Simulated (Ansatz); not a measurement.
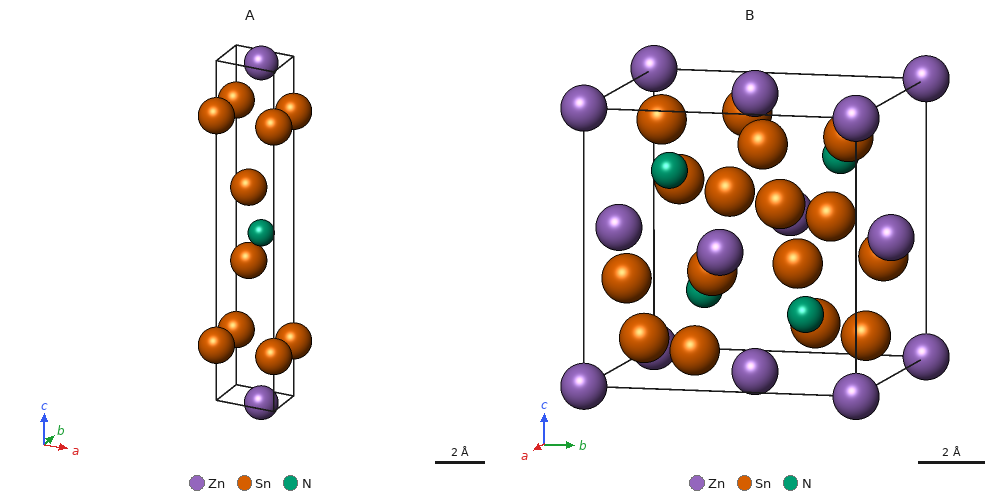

Two structures of ZnSn₄N, each relaxed to rest (conventional cells in solid outline, small ones repeated, not to one scale). Method: DFT PBE, scalar-relativistic, plane waves, PAW in Ansatz 0.2.0, without spin polarisation.

**Which structures are these?**

A: 6 atoms a cell on a primitive hexagonal lattice, P-6m2. B: 24 atoms a cell on a face-centred cubic lattice, F-43m.

**Which polymorph is favoured?**

A is lower, by 877 meV/atom at this level of theory (energies at zero smearing). Volumes: A 22.5, B 26.1 Å³/atom.

One or both may be structure types tried for this composition rather than known phases.
